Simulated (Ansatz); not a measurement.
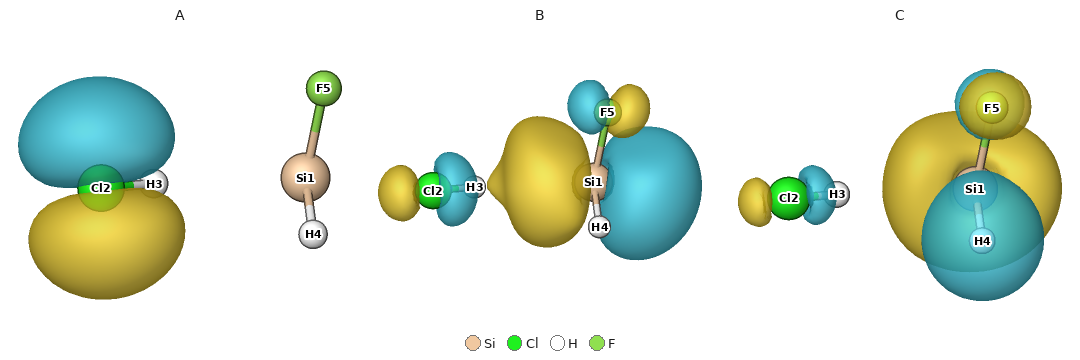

*FHSi···HCl. Three frontier orbitals at ±0.1 Å⁻³ᐟ² (yellow and cyan are the two phases), in no order.*

Not at a stationary point (largest force 0.9 eV/Å).

These are results of RKS BLYP-D4/def2-SVP in Ansatz 0.2.0, not measurements.

Input file:

```
crystal:
  periodic: [false, false, false]
  atoms:
    - { symbol: Si, position_ang: [0.0, 0.0, 0.0] }
    - { symbol: Cl, position_ang: [1.2713, 0.0, 1.9526] }
    - { symbol: H, position_ang: [1.6559, 0.0, 0.1178] }
    - { symbol: H, position_ang: [-0.6877, 1.1914, -0.4862] }
    - { symbol: F, position_ang: [-0.7489, -1.2974, -0.5295] }
basis:
  gaussian: { orbitals: def2-SVP }
hamiltonian:
  xc: blyp
  dispersion: d4
relax:
  f_tol: 0.15
  max_steps: 25
  restrain:
    - { distance: [1, 2], at: 1.37, k: 30.0 }
    - { distance: [0, 1], at: 3.33, k: 30.0 }
    - { distance: [0, 2], at: 2.66, k: 30.0 }
output:
  orbitals: {}
```

Run with:

```sh
ansatz run input.yaml --threads 1 --pin off --max-ram 2048MiB --backend cpu --events-out ev --progress --plain --runs-dir out
```

The fields are those of the run's last geometry, not of the input's.

Q: Order the three orbitals by energy and name them.

A: A is the HOMO−1 (−7.73 eV). By Hirshfeld shares it lies mainly on Cl2 (about 95 %); largely a lone pair of Cl2. C is the HOMO (−5.70 eV). Its weight (Hirshfeld) is mainly on Si1 (about 65 %), H4 (about 20 %) and F5 (about 10 %). B is the LUMO (−3.16 eV). By Hirshfeld shares it lies mainly on Si1 (about 75 %), F5 (about 10 %) and Cl2 (about 10 %).

Q: What is the HOMO–LUMO gap?

A: 2.54 eV between the orbital energies.
